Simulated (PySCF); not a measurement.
# CH₉ClSi₄: a tour of settings, part 2 of 2

PySCF 2.14.0. Atoms count from 0. Earlier steps stand in the parts before.

## (6) J couplings: LDA/6-31++G**

Job settings and geometry (Å):

```
{"job": {"kind": "j", "xc": "LDA", "basis": "6-31++G**", "scf": {"level_shift": 0.1}, "grid": 4}, "charge": 0, "multiplicity": 1}
C     -1.664522    -1.683926    -0.618523
Si    -0.666504    -0.676755     0.655115
Si    -0.730228     1.671043     0.331639
Si     1.600093     1.705600    -0.038352
Si     1.675809    -0.638522     0.256000
Cl     2.195527    -1.640382    -1.469033
H     -1.347689    -1.437922    -1.628200
H     -2.730666    -1.485216    -0.551373
H     -1.520391    -2.752530    -0.484199
H     -1.091477    -1.189241     1.972671
H     -1.209078     2.469284     1.468599
H     -1.573150     2.158579    -0.769941
H      2.381064     2.468688     0.945345
H      2.062776     2.253118    -1.319436
H      2.614023    -1.213829     1.227775
```

With the program's defaults for keys left out, this is: LDA/6-31++G** indirect spin-spin coupling, non-relativistic, gas phase.

Output:

```text
final grid: 314344 points
cycle   1  E = -1655.0668662400  dE =  1.781e-01  |g| = 4.237e-01  |ddm| = 5.200e+00
cycle   2  E = -1655.0284832674  dE =  3.838e-02  |g| = 5.620e-01  |ddm| = 3.882e+00
cycle   3  E = -1655.1176771638  dE = -8.919e-02  |g| = 7.557e-02  |ddm| = 1.955e+00
cycle   4  E = -1655.1195370166  dE = -1.860e-03  |g| = 1.507e-02  |ddm| = 4.275e-01
cycle   5  E = -1655.1196141866  dE = -7.717e-05  |g| = 3.386e-03  |ddm| = 7.131e-02
cycle   6  E = -1655.1196168015  dE = -2.615e-06  |g| = 1.653e-03  |ddm| = 1.872e-02
cycle   7  E = -1655.1196178240  dE = -1.023e-06  |g| = 3.059e-04  |ddm| = 1.145e-02
cycle   8  E = -1655.1196178518  dE = -2.776e-08  |g| = 1.136e-04  |ddm| = 2.400e-03
cycle   9  E = -1655.1196178567  dE = -4.943e-09  |g| = 2.064e-05  |ddm| = 6.722e-04
cycle  10  E = -1655.1196178569  dE = -1.910e-10  |g| = 5.178e-06  |ddm| = 1.495e-04
level shift removed, Fock matrix diagonalised once more
converged SCF energy = -1655.1196178569

Indirect spin-spin couplings (Hz)
  i      j    bonds     total        FC       PSO       DSO        SD
  0 C    1 Si   1    -28.070   -28.549     1.670    -0.092    -1.098
  0 C    2 Si   2     -0.500    -0.528     0.034     0.005    -0.011
  0 C    3 Si   3     -2.930    -3.007     0.050     0.024     0.002
  0 C    4 Si   2      0.620     0.488     0.097    -0.002     0.036
  0 C    6 H    1    119.520   117.392     1.426     0.702         -
  0 C    7 H    1    123.135   121.048     1.427     0.660         -
  0 C    8 H    1    121.040   118.953     1.417     0.670         -
  0 C    9 H    2      1.647     1.737     0.025    -0.115         -
  0 C   10 H    3      2.317     2.489     0.056    -0.227         -
  0 C   11 H    3      1.842     1.778     0.013     0.051         -
  0 C   12 H    4     -0.699    -0.510     0.064    -0.253         -
  0 C   13 H    4      2.024     2.122     0.027    -0.124         -
  0 C   14 H    3      0.667     0.837     0.056    -0.227         -
  1 Si   2 Si   1     33.048    30.828    -0.040     0.053     2.207
  1 Si   3 Si   2     23.834    24.511    -0.727     0.012     0.038
  1 Si   4 Si   1     33.180    30.701     0.303     0.067     2.110
  1 Si   6 H    2      3.278     3.157     0.274     0.034    -0.188
  1 Si   7 H    2      1.585     1.449     0.216     0.078    -0.156
  1 Si   8 H    2      2.345     2.187     0.235     0.068    -0.144
  1 Si   9 H    1   -147.189  -147.152     0.810    -0.337    -0.510
  1 Si  10 H    2     -2.140    -2.069    -0.112     0.105    -0.064
  1 Si  11 H    2     -1.716    -1.641    -0.122     0.108    -0.060
  1 Si  12 H    3     -6.322    -6.574     0.071     0.150     0.030
  1 Si  13 H    3     -6.686    -6.967     0.080     0.171     0.030
  1 Si  14 H    2     -6.268    -6.202    -0.133     0.118    -0.051
  2 Si   3 Si   1     31.187    29.161    -0.224     0.047     2.203
  2 Si   4 Si   2     29.957    30.364    -0.450     0.017     0.026
  2 Si   6 H    3     -0.267    -0.218    -0.047    -0.035     0.034
  2 Si   7 H    3     -1.421    -1.432    -0.019     0.004     0.027
  2 Si   8 H    3     -8.044    -8.075    -0.136     0.211    -0.045
  2 Si   9 H    2     -4.303    -4.268    -0.102     0.125    -0.058
  2 Si  10 H    1   -145.938  -145.746     0.604    -0.256    -0.541
  2 Si  11 H    1   -148.906  -148.728     0.611    -0.262    -0.527
  2 Si  12 H    2     -1.522    -1.482    -0.112     0.124    -0.052
  2 Si  13 H    2     -1.499    -1.440    -0.133     0.131    -0.058
  2 Si  14 H    3    -11.709   -11.930     0.008     0.191     0.023
  3 Si   4 Si   1     31.526    29.352     0.053     0.061     2.061
  3 Si   6 H    4      0.242     0.173     0.032     0.005     0.032
  3 Si   9 H    3     -8.620    -8.862     0.046     0.168     0.028
  3 Si  10 H    2     -1.480    -1.429    -0.122     0.127    -0.057
  3 Si  11 H    2     -1.767    -1.715    -0.116     0.126    -0.061
  3 Si  12 H    1   -141.653  -141.493     0.648    -0.265    -0.543
  3 Si  13 H    1   -153.301  -153.199     0.708    -0.270    -0.539
  3 Si  14 H    2     -6.132    -6.109    -0.112     0.132    -0.043
  4 Si   6 H    3     -0.955    -0.895    -0.025    -0.068     0.033
  4 Si   7 H    3     -8.417    -8.398    -0.164     0.192    -0.047
  4 Si   8 H    3     -1.105    -1.114    -0.026     0.004     0.032
  4 Si   9 H    2     -6.320    -6.157    -0.163     0.069    -0.070
  4 Si  10 H    3     -9.211    -9.434     0.057     0.147     0.019
  4 Si  11 H    3     -9.740    -9.981     0.069     0.150     0.022
  4 Si  12 H    2     -3.944    -3.825    -0.131     0.070    -0.058
  4 Si  13 H    2      0.134     0.239    -0.134     0.100    -0.069
  4 Si  14 H    1   -164.946  -165.317     1.364    -0.408    -0.585
  6 H    7 H    2     -9.638    -9.626     2.305    -2.317         -
  6 H    8 H    2     -9.592    -9.615     2.271    -2.247         -
  6 H    9 H    3      7.479     8.600     0.980    -2.100         -
  6 H   10 H    4     -0.855    -0.167     0.330    -1.019         -
  6 H   11 H    4      0.244    -0.164    -0.227     0.635         -
  6 H   12 H    5     -0.630     0.030     0.234    -0.895         -
  6 H   14 H    4     -0.835    -0.107     0.309    -1.037         -
  7 H    8 H    2     -9.654    -9.593     2.359    -2.421         -
  7 H    9 H    3      0.777     0.840     0.243    -0.306         -
  7 H   10 H    4     -0.585    -0.247     0.123    -0.460         -
  7 H   11 H    4      0.305     0.021    -0.135     0.419         -
  7 H   12 H    5     -0.777    -0.168     0.343    -0.952         -
  7 H   13 H    5     -0.256     0.119     0.288    -0.664         -
  7 H   14 H    4      0.450     1.111     0.512    -1.173         -
  8 H    9 H    3      1.896     1.808     0.134    -0.046         -
  8 H   10 H    4      0.666     1.299     0.487    -1.120         -
  8 H   11 H    4     -0.698    -0.378     0.548    -0.869         -
  8 H   12 H    5     -0.733    -0.113     0.354    -0.973         -
  8 H   13 H    5     -0.304     0.126     0.325    -0.756         -
  8 H   14 H    4     -0.481    -0.157     0.128    -0.452         -
  9 H   10 H    3      1.786     1.790     0.041    -0.046         -
  9 H   11 H    3      3.188     4.178     0.356    -1.346         -
  9 H   12 H    4      4.489     4.967     0.176    -0.654         -
  9 H   13 H    4     -1.831    -0.841     0.352    -1.342         -
  9 H   14 H    3     -0.013    -0.008     0.058    -0.063         -
 10 H   11 H    2     -5.732    -4.953     0.488    -1.267         -
 10 H   12 H    3      3.538     3.509     0.051    -0.022         -
 10 H   13 H    3      3.408     4.373     0.354    -1.318         -
 10 H   14 H    4      4.373     4.934     0.218    -0.779         -
 11 H   12 H    3      4.581     5.595     0.362    -1.376         -
 11 H   13 H    3      3.045     3.042     0.053    -0.050         -
 11 H   14 H    4     -0.481     0.516     0.359    -1.356         -
 12 H   13 H    2     -6.364    -5.575     0.504    -1.293         -
 12 H   14 H    3      0.729     0.692     0.063    -0.026         -
 13 H   14 H    3      1.077     2.002     0.348    -1.273         -
```

It took 31 s on 1 thread of Intel Xeon Platinum 8488C, shared host; peak memory 0.72 GiB.

The basis is not made for couplings: without tight functions at the nuclei these values are rough.

A choice of the couplings up to four bonds, sorted by the number of bonds, with means over like pairs; isotopes 13C, 1H, 29Si:

```
   pair  bonds  J (Hz)  Fermi contact (Hz)  dihedral (°)
Si4–H14      1  -164.9              -165.3             –
Si3–H13      1  -153.3              -153.2             –
Si2–H11      1  -148.9              -148.7             –
 Si1–H9      1  -147.2              -147.2             –
Si2–H10      1  -145.9              -145.7             –
Si3–H12      1  -141.7              -141.5             –
  C0–H6      1   121.2               119.1             –
Si1–Si4      1    33.2                30.7             –
Si1–Si2      1    33.0                30.8             –
Si2–Si4      2    30.0                30.4             –
Si1–Si3      2    23.8                24.5             –
  H6–H7      2    -9.6                -9.6             –
H12–H13      2    -6.4                -5.6             –
 Si4–H9      2    -6.3                -6.2             –
Si1–H14      2    -6.3                -6.2             –
Si3–H14      2    -6.1                -6.1             –
H10–H11      2    -5.7                -5.0             –
 Si2–H9      2    -4.3                -4.3             –
Si2–H14      3   -11.7               -11.9             –
Si4–H11      3    -9.7               -10.0             –
Si4–H10      3    -9.2                -9.4             –
 Si3–H9      3    -8.6                -8.9             –
Si1–H13      3    -6.7                -7.0             –
Si1–H12      3    -6.3                -6.6             –
H11–H12      3     4.6                 5.6           123
H10–H12      3     3.5                 3.5             3
 Si4–H6      3    -3.5                -3.5             –
 H9–H12      4     4.5                 5.0             –
H10–H14      4     4.4                 4.9             –
 C0–H13      4     2.0                 2.1             –
 H9–H13      4    -1.8                -0.8             –
```

The spin-dipole term was solved for some atoms only; pairs without it lack that part.

The response was solved for the nuclei of C, H, Si alone, so couplings that need other nuclei can be missing.

Quadrupole couplings from the field gradients of the same density:

| atom | isotope | eQq/h (MHz) | η |
| --- | --- | --- | --- |
| Cl5 | 35Cl | -39.4 | 0.05 |

Joined with the shifts from before (LC-wPBE/pcSseg-1, unscaled), the couplings predict the line list below for 400 MHz. Couplings to quadrupolar nuclei are left out.

¹H NMR δ 5.94 (dd, J = 4.4, 1.1 Hz, 1H), 4.64 (d of quint of t, J = 4.5, 3.3, 1.8 Hz, 1H), 4.09 (m, 1H), 3.98 (dtd, J = 6.4, 4.5, 3.5 Hz, 1H), 3.83 (ddt, J = 5.7, 4.6, 3.1 Hz, 1H), 3.77 (m, 1H), 0.46 (d, J = 3.4 Hz, 3H).

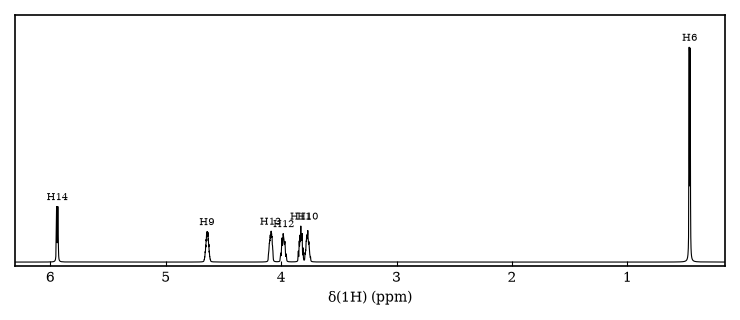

Simulated proton spectrum at 400 MHz, by exact diagonalisation of each spin system; lines 1.2 Hz wide, exchangeable protons uncoupled.

## (7) Side by side: NMR shifts

Shifts (ppm) of some atoms, chosen among heavy atoms and hydrogens apart, with basis size and wall time:

| run | C0 | H14 | H9 | Si4 | Si1 | Si3 | Si2 | functions | time |
| --- | --- | --- | --- | --- | --- | --- | --- | --- | --- |
| LC-wPBE/pcSseg-1 | -8.3 | 5.94 | 4.64 | 11.4 | -41.2 | -86.6 | -102.0 | 182 | 42 s |
| PBE0/IGLO-II | -6.6 | 6.76 | 5.28 | 8.3 | -37.9 | -87.0 | -103.1 | 251 | 53 s |

## (8) Results

The summary covers parts 1 to 2.

| quantity | value |
| --- | --- |
| ¹³C shifts against TMS (LC-wPBE/pcSseg-1) | -8.3 ppm |
| ¹H shifts against TMS (LC-wPBE/pcSseg-1, means over atoms taken as alike) | 5.94, 4.64, 4.09, 3.98, 3.83, 3.77, 0.46 ppm |
| ²⁹Si shifts against TMS (LC-wPBE/pcSseg-1) | 11.4, -41.2, -86.6, -102.0 ppm |
| shieldings of Cl (LC-wPBE/pcSseg-1) | Cl5 1063.4 ppm |
| lowest singlet (HSE06/def2-SVPD) | 4.03 eV (308 nm), f = 0.000 |
| brightest single state of those computed | state 3, 4.76 eV, f = 0.002 |
| lowest triplet | 3.70 eV |
| largest coupling of the table (LDA/6-31++G**) | ¹J(Si,H) Si4–H14, -164.9 Hz |
| range of the shift of Si1 | -41.2 to -37.9 ppm |
| property runs in this session | 5, of which 0 failed and 1 gave unsound results |

**Reading.** Single values in the summary come from the first run of each kind that ended normally (LC-wPBE/pcSseg-1; HSE06/def2-SVPD; LDA/6-31++G**), which need not be the best level. At LC-wPBE/pcSseg-1: Shielding is most anisotropic at Cl5 (span 148 ppm, paramagnetic term -86 ppm). The lowest singlet, at 4.03 eV, is HOMO→LUMO 0.99 and is dark; of the 3 states computed, the strongest absorption comes from state 3 at 4.76 eV (the last computed, so partners may be missing). The lowest triplet lies 0.33 eV below the lowest singlet (triplets in Tamm-Dancoff, singlets in full TDDFT). Of the pairs tabulated at LDA/6-31++G**, Si4–H14 couples most strongly (-164.9 Hz; Fermi contact -165.3 Hz). Couplings across rotatable bonds belong to this one conformer; where others are populated, the observed values are averages. Among the atoms with a shift in every run: In ppm, Si1 moves most: its shift spreads over 3.3 ppm, from -41.2 (LC-wPBE/pcSseg-1) to -37.9 (PBE0/IGLO-II). Couplings from bases without tight functions are rough.
